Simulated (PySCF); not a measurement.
# BH₆O₃Si₃ (SMILES [BH][SiH]1O[SiH2]O[SiH2]O1) (doublet): what the fields show

Input

```
{"job": {"kind": "epr", "basis": "pcH-1"}, "charge": 0, "multiplicity": 2}
B      2.543770    -1.024907    -0.754776
Si     1.227265    -0.500106     0.536394
O     -0.144242    -1.391847     0.336867
Si    -1.641013    -0.946679    -0.084155
O     -1.682465     0.656967    -0.345676
Si    -0.521031     1.783191    -0.198836
O      0.864575     1.083400     0.254599
H      3.650558    -1.361060    -0.801494
H      1.372602    -0.516046     2.006033
H     -1.933566    -1.583722    -1.359761
H     -2.512909    -1.211041     1.050008
H     -0.923711     2.680834     0.872624
H     -0.304221     2.331502    -1.529555
```

Run with:

```sh
OMP_NUM_THREADS=1 python probes_run.py task.json out
```

Geometry: GFN2-xTB.

Level of theory: UKS B3LYP, pcH-1 on B H O Si, non-relativistic, mean-field spin-orbit, GIAO in PySCF 2.14.0, density-fitted response routines.

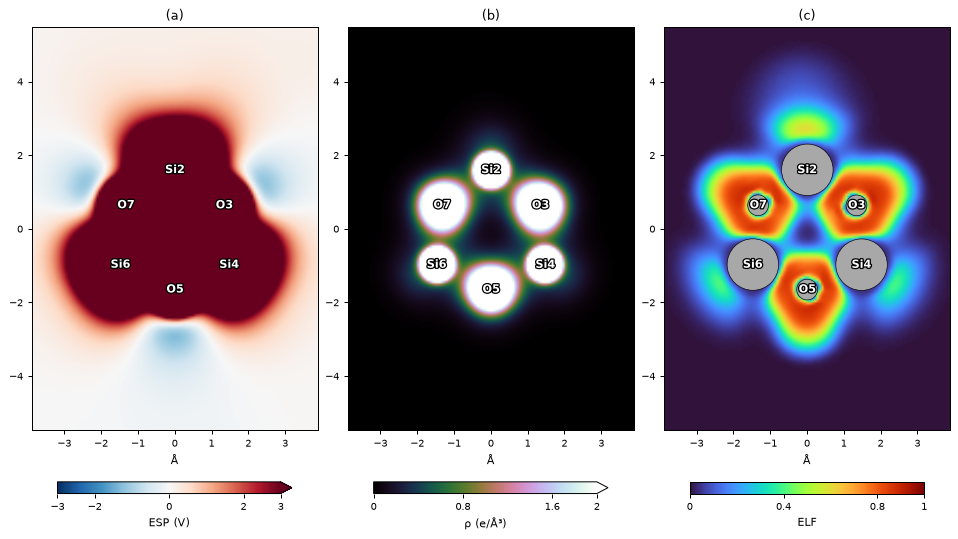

Figure 1. (a) electrostatic potential; (b) total electron density; (c) electron localisation function on the plane of atoms O3, Si4 and O5. Grey discs cover the atomic cores in the ELF map.

Q: What does the map show?

A: Atoms in the plane: Si and O.
Si–O (1.62 Å): ρ at the midpoint is about 1.2 e/Å³; the ELF peaks at about 0.85 between the atoms, as expected for a polar covalent bond.
The ELF also peaks beside O5, O3 and O7, away from the bonds: non-bonding electrons, paired or unpaired.
Outside the dense part of the molecule the potential is most negative (−1.3 V) near O5.

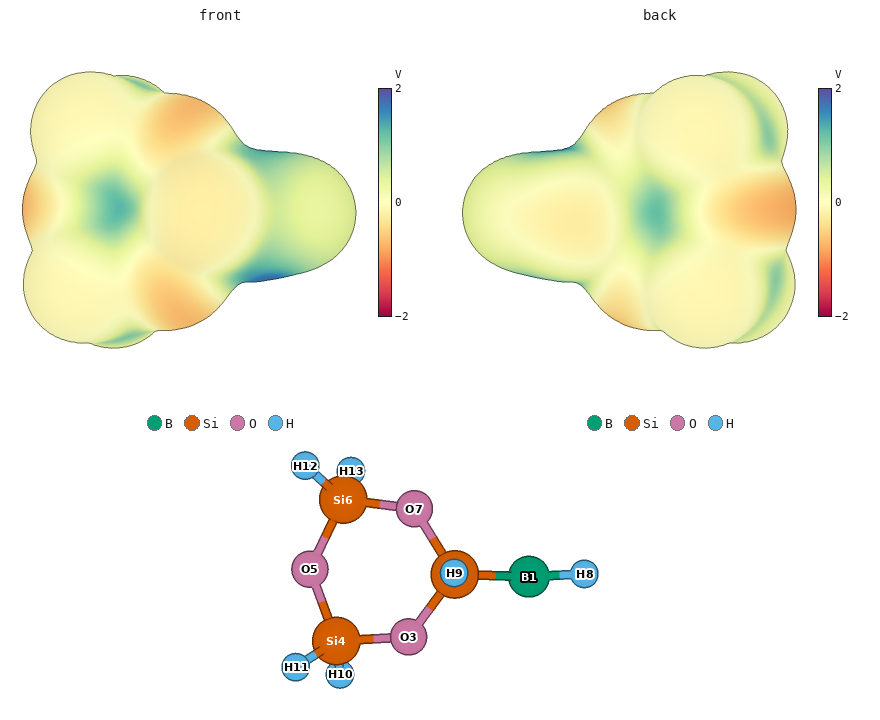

Figure 2. The electrostatic potential painted on the density surface at 0.001 e/bohr³, seen from the front and from behind; red is negative and blue positive. The bare structure is drawn below in the same view.

Q: Describe the electrostatic potential map.

A: The most negative region (about −0.8 V) lies over O5, the most positive (about +1.7 V) over B1.
